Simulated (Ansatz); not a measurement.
Input file:

```
basis:
  gaussian:
    orbitals: def2-TZVPD
crystal:
  periodic: [false, false, false]
  atoms:
    - {symbol: Ge, position_ang: [-0.586020, -2.013769, -1.796663]}
    - {symbol: S, position_ang: [-1.241978, 0.120570, -1.615322]}
    - {symbol: Si, position_ang: [0.348819, 1.027242, -0.458318]}
    - {symbol: H, position_ang: [1.645010, 0.914001, -1.184948]}
    - {symbol: H, position_ang: [0.008846, 2.469608, -0.275805]}
    - {symbol: H, position_ang: [0.764056, -1.793477, -0.960501]}
    - {symbol: H, position_ang: [0.454673, 0.372645, 0.876285]}
hamiltonian:
  xc: {name: PBE0}
output:
  forces: true
  orbitals: {seedname: orbitals}
```

Command:

```sh
ansatz run input.yaml --threads 2 --pin off --max-ram 4350MiB --events-out events.jsonl --progress --plain --runs-dir runs
```

Geometry: r2SCAN-D4/def2-SVP.

Computed with isolated molecule in a Gaussian basis; Kohn-Sham density functional theory, functional PBE0 in Ansatz.

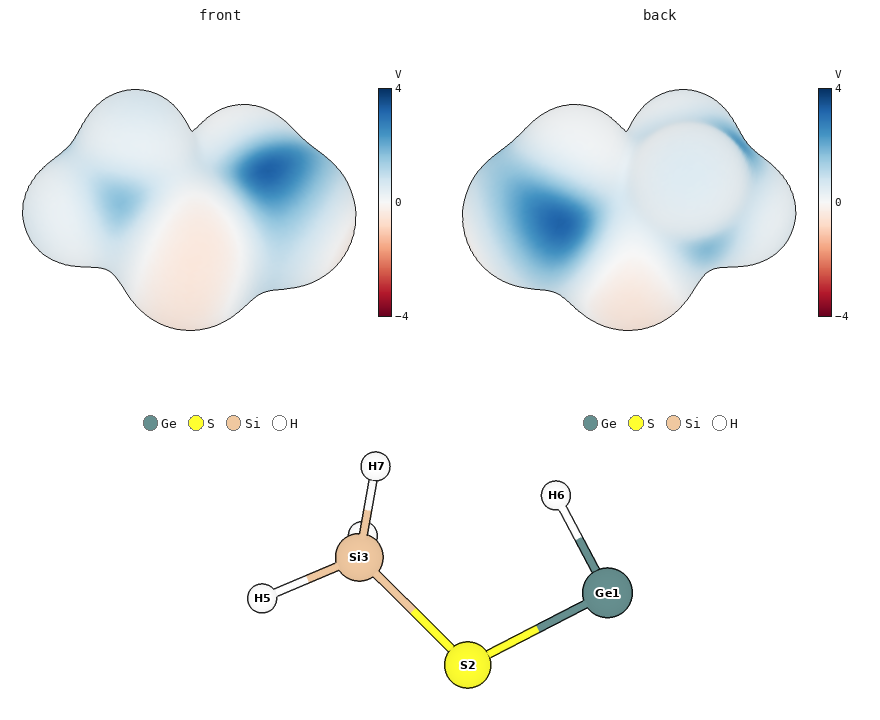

GeH₄SSi (SMILES [SiH3][S]#[GeH]). The electrostatic potential painted on the density surface at 0.004 e/bohr³, seen from the front and from behind; red is negative and blue positive. The bare structure is drawn below in the same view.

> Which sites attract a positive test charge, and which a negative one?

A positive charge is drawn to the negative regions and a negative charge to the positive ones. The most negative region (about −0.4 V) lies over S2, the most positive (about +3.1 V) over Ge1.

> What dipole moment does the calculation give?

Its dipole moment is 1.01 D.
